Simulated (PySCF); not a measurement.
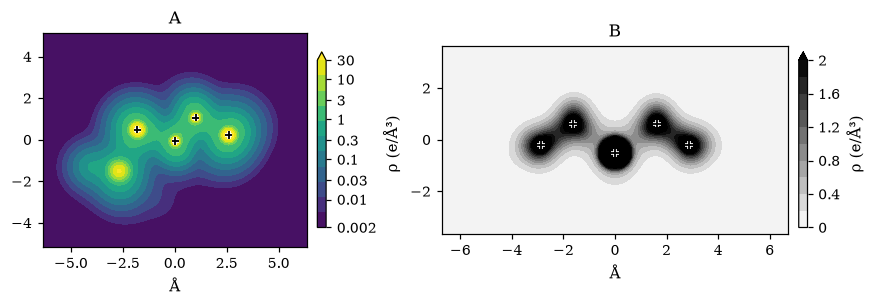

The electron density of 2 systems, each on a plane through atoms (crosses mark nuclei in the plane).

All numbers below come from CAM-B3LYP/def2-SVPD, SCF density, gas phase (PySCF 2.14.0).

System 1: C2H8GePS2 (SMILES [PH2][GeH2][S]CC[S-]) (charge −1), the plane of atoms C4, C5 and S6. Geometry: GFN2-xTB.

```yaml
atoms:
  - { symbol: P, position_ang: [2.8244, -0.7208, -0.4714] }
  - { symbol: Ge, position_ang: [1.7780, 0.7012, 1.0470] }
  - { symbol: S, position_ang: [-0.1716, 1.5504, 0.5072] }
  - { symbol: C, position_ang: [-1.0070, -0.0882, 0.0029] }
  - { symbol: C, position_ang: [-2.3451, 0.0986, -0.6390] }
  - { symbol: S, position_ang: [-2.8431, -1.5921, -1.0145] }
  - { symbol: H, position_ang: [2.1838, -0.1482, -1.5551] }
  - { symbol: H, position_ang: [1.8524, -1.6935, -0.3358] }
  - { symbol: H, position_ang: [1.7652, -0.0043, 2.4127] }
  - { symbol: H, position_ang: [2.7111, 1.8822, 1.3138] }
  - { symbol: H, position_ang: [-1.0957, -0.6768, 0.9151] }
  - { symbol: H, position_ang: [-0.3268, -0.5799, -0.6941] }
  - { symbol: H, position_ang: [-3.0560, 0.5756, 0.0436] }
  - { symbol: H, position_ang: [-2.2702, 0.6953, -1.5544] }
```

System 2: C6H12Ge (SMILES [H][Ge]([H])([CH2]C=C)[CH2]C=C), the plane of atoms Ge1, C2 and C3. Geometry: PBE0-D3(BJ)/def2-SVP.

```yaml
atoms:
  - { symbol: Ge, position_ang: [-0.3317, -0.0009, -0.2337] }
  - { symbol: C, position_ang: [-0.3476, -0.1336, 1.7359] }
  - { symbol: C, position_ang: [-1.7349, -0.1157, 2.2763] }
  - { symbol: C, position_ang: [-2.4003, -1.1702, 2.7561] }
  - { symbol: H, position_ang: [0.2406, 0.7179, 2.1168] }
  - { symbol: H, position_ang: [0.1812, -1.0587, 2.0151] }
  - { symbol: H, position_ang: [-2.2520, 0.8521, 2.2372] }
  - { symbol: H, position_ang: [-1.9379, -2.1611, 2.8157] }
  - { symbol: H, position_ang: [-3.4310, -1.0802, 3.1075] }
  - { symbol: C, position_ang: [1.5245, 0.1113, -0.8967] }
  - { symbol: C, position_ang: [1.5736, 0.1160, -2.3851] }
  - { symbol: C, position_ang: [1.7917, 1.1860, -3.1550] }
  - { symbol: H, position_ang: [2.0685, -0.7527, -0.4808] }
  - { symbol: H, position_ang: [1.9723, 1.0256, -0.4757] }
  - { symbol: H, position_ang: [1.3770, -0.8472, -2.8740] }
  - { symbol: H, position_ang: [1.9894, 2.1723, -2.7221] }
  - { symbol: H, position_ang: [1.7813, 1.1136, -4.2453] }
  - { symbol: H, position_ang: [-1.1007, 1.2613, -0.6768] }
  - { symbol: H, position_ang: [-1.0268, -1.2424, -0.8307] }
```

Question: Match each panel to its system.

Answer: Panel A is system 1, C2H8GePS2: the plane holds S and C. C–C (1.50 Å): ρ at the midpoint is about 1.8 e/Å³. Panel B is system 2, C6H12Ge: the plane holds Ge and C. C–Ge (1.97 Å): ρ at the midpoint is about 0.86 e/Å³.
